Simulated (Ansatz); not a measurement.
Cl$_{3}$F$_{3}$Mo

Input

```
crystal:
  periodic: [false, false, false]
  atoms:
    - {symbol: Cl, position_ang: [1.469051, 0.372693, -1.651901]}
    - {symbol: Cl, position_ang: [-0.387629, 2.153814, 0.378040]}
    - {symbol: Cl, position_ang: [1.574220, -0.181902, 1.576368]}
    - {symbol: F, position_ang: [-1.386058, -0.042914, -1.253148]}
    - {symbol: F, position_ang: [-1.304668, -0.471684, 1.243312]}
    - {symbol: F, position_ang: [0.131034, -1.849104, -0.326496]}
    - {symbol: Mo, position_ang: [-0.034749, -0.049003, -0.011876]}
basis:
  gaussian:
    orbitals: def2-SVPD
hamiltonian:
  xc: pbe0
output: {forces: true, orbitals: {seedname: orbitals}}
```

Command:

```sh
ansatz run input.yaml --threads 2 --pin off --max-ram 6090MiB --events-out events.jsonl --progress --plain --runs-dir runs
```

Geometry: PBE0-D4/def2-SVP; core potentials replace the inner electrons of Mo.

Method: Ansatz 0.2.0, isolated molecule in a Gaussian basis; Kohn-Sham density functional theory, functional PBE0.

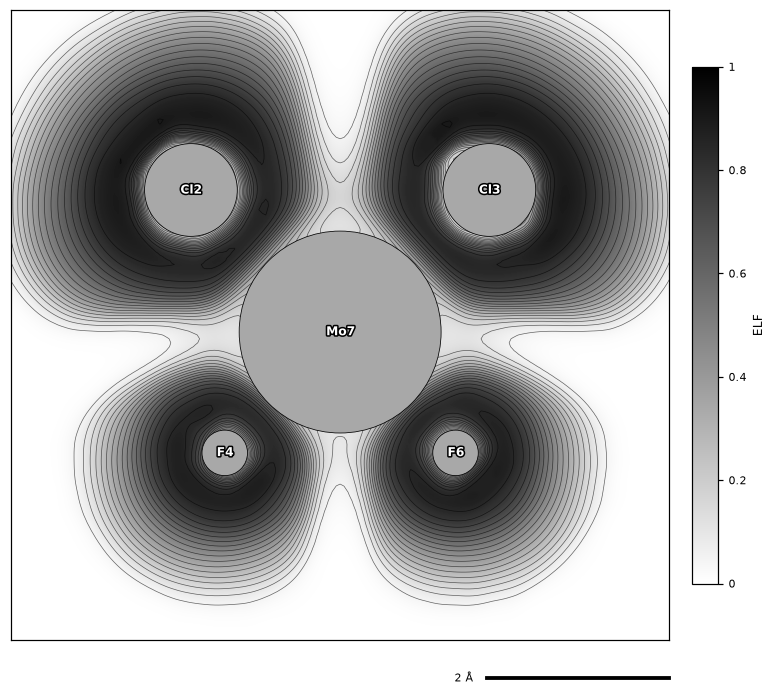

Figure 1. Electron localisation function on the plane of atoms F4, Mo7 and F6. Grey discs cover the atomic cores.

Q: Describe what can be read from this map.

A: The plane passes through Cl, F and Mo nuclei. Mo–F (1.83 Å): the ELF peaks at about 0.85 in the valence shell of F, 0.5 Å from its nucleus, and drops to about 0.25 between the two atoms. Mo–Cl (2.26 Å): the ELF peaks at about 0.85 in the valence shell of Cl, 0.8 Å from its nucleus, and is about 0.35 at the midpoint.

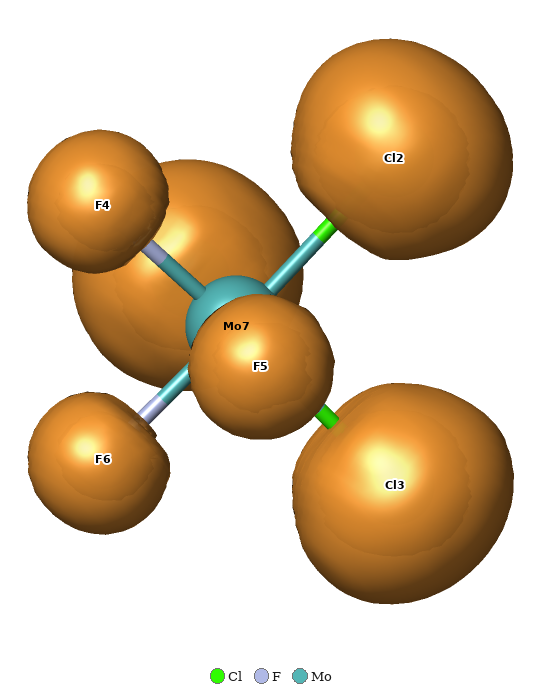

Figure 2. Isosurface of the ELF at 0.8 (orange), seen at an oblique angle. Only the valence region is drawn (cores and ρ < 0.01 e/Å³ removed).

Q: What do the ELF domains correspond to?

A: The surface consists of three regions wrapped around Cl (the valence shell of each) and three regions wrapped around F (the valence shell of each).

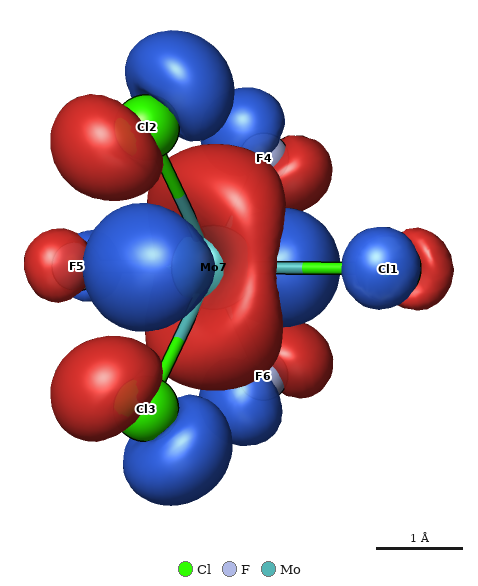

Figure 3. The LUMO at ±0.1 Å⁻³ᐟ² (blue and red are the two phases), seen across its widest extent.

Q: Describe this orbital and give its energy.

A: It lies mainly on Mo7 (about 60 %), Cl1 (about 10 %), Cl2 (about 10 %) and Cl3 (about 10 %). It is one of a degenerate set, so its orientation is arbitrary. Its energy is −5.91 eV.
